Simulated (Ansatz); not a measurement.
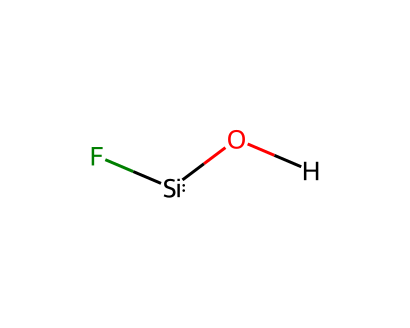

Structural formula above. The geometry was computed by an optimisation with PBE0-D4/def2-TZVP. No frequency run is at hand to confirm it as a minimum.

Describe the 3D structure.

The molecule is FHOSi. SMILES: `O[Si]F`. Among its groups: Si–O bond. This geometry has Cs symmetry. All atoms lie on one plane. Coordination: 1 O bent; 1 Si bent.

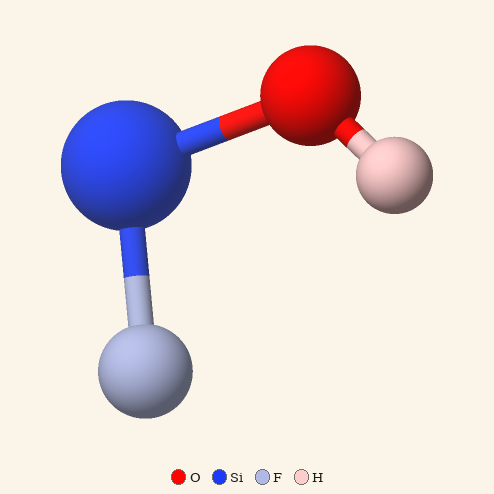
